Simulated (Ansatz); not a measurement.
**AlF···HCl: density, localisation and related maps**

The calculation's input:

```
crystal:
  periodic: [false, false, false]
  atoms:
    - { symbol: Al, position_ang: [-0.878147, -4.0e-06, 0.257518] }
    - { symbol: H, position_ang: [1.576361, 3.0e-06, 1.520665] }
    - { symbol: Cl, position_ang: [2.539943, -2.0e-06, 0.601554] }
    - { symbol: F, position_ang: [-1.403657, 2.0e-06, -1.320537] }
basis:
  gaussian: { orbitals: "6-31G*" }
hamiltonian:
  xc: pbe0
  dispersion: d4
relax:
  f_tol: 0.03
  max_steps: 50
output:
  orbitals: {}
```

Run with:

```sh
ansatz run input.yaml --threads 1 --pin off --max-ram 2048MiB --backend cpu --events-out ev --progress --plain --runs-dir out
```

The fields are those of the relaxed geometry.

Computed with RKS PBE0-D4/6-31G* in Ansatz 0.2.0.

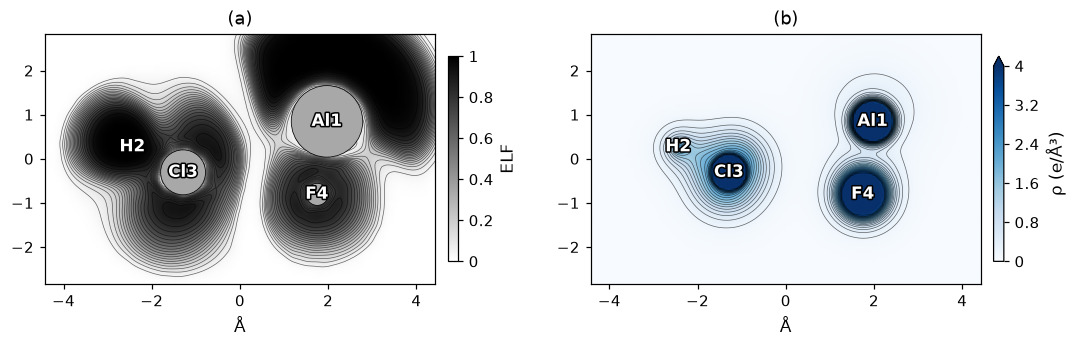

Figure 1. (a) electron localisation function; (b) total electron density on the molecular plane. Grey discs cover the atomic cores in the ELF map.

**Interpret the plot.**

Atoms in the plane: Al, H, Cl and F. Al1···Cl3 (3.46 Å): the density falls to about 0.05 e/Å³ on the way; the ELF dips to about 0.05 between them. Al–F (1.67 Å): ρ at the midpoint is about 0.82 e/Å³; the ELF peaks at about 0.85 in the valence shell of F, 0.5 Å from its nucleus, and is about 0.30 at the midpoint. Cl–H (1.29 Å): ρ is about 1.9 e/Å³ halfway; the ELF climbs to about 1 towards the hydrogen, as it does in any bond to H. The ELF also peaks beside F4, Cl3 and Al1, away from the bonds: lone-pair regions.

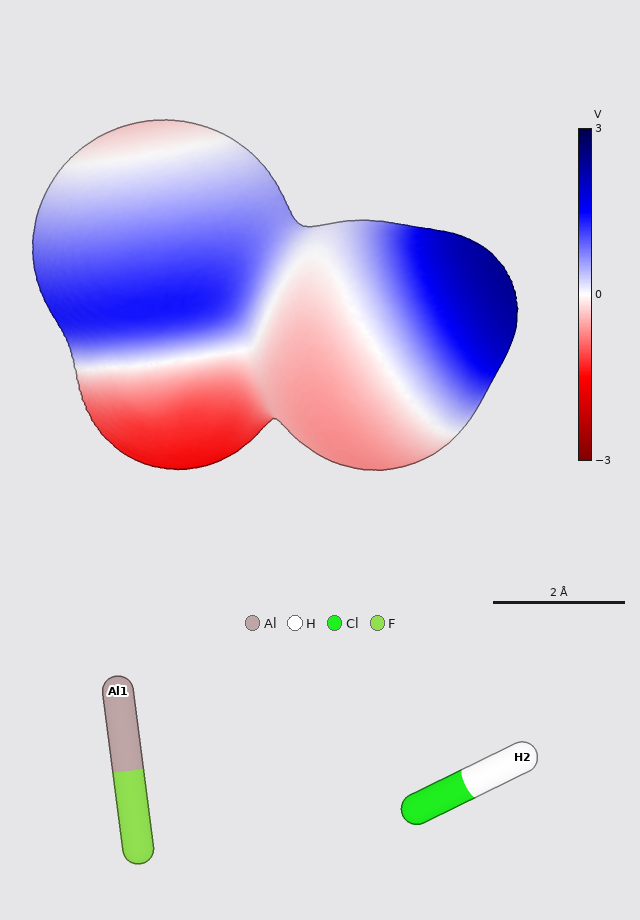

Figure 2. The electrostatic potential painted on the density surface at 0.002 e/bohr³, seen at a tilt; the colour scale runs from red (negative) to blue (positive). The bare structure is drawn below in the same view.

**Describe the electrostatic potential map.**

The most negative region (about −1.5 V, or −35 kcal/mol for a unit charge) lies over F4, the most positive (about +2.3 V, or +53 kcal/mol for a unit charge) over H2.

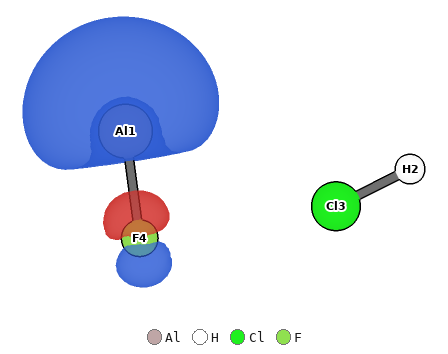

Figure 3. The HOMO at ±0.15 Å⁻³ᐟ² (blue and red are the two phases), seen across its widest extent.

**Where does this orbital lie, and at what energy?**

It lies mainly on Al1 (about 90 %) and F4 (about 10 %); it is symmetric in the molecular plane (an in-plane orbital: σ, lone-pair or in-plane π type). Its energy is −6.81 eV.

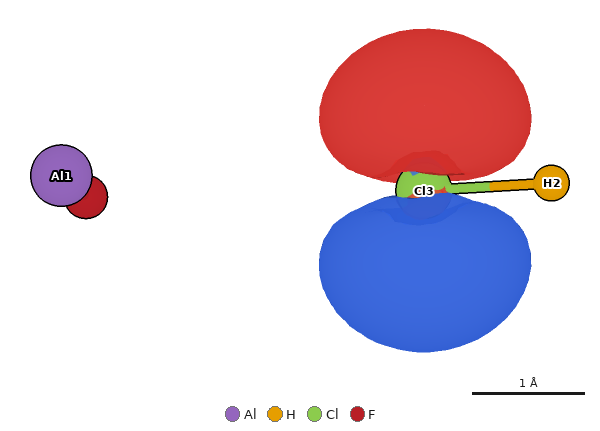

Figure 4. The HOMO−1 at ±0.2 Å⁻³ᐟ² (red and blue are the two phases), seen from one side.

**Describe this orbital and give its energy.**

It lies mainly on Cl3 (about 95 %); it changes sign across the molecular plane (π type). Its energy is −9.51 eV.
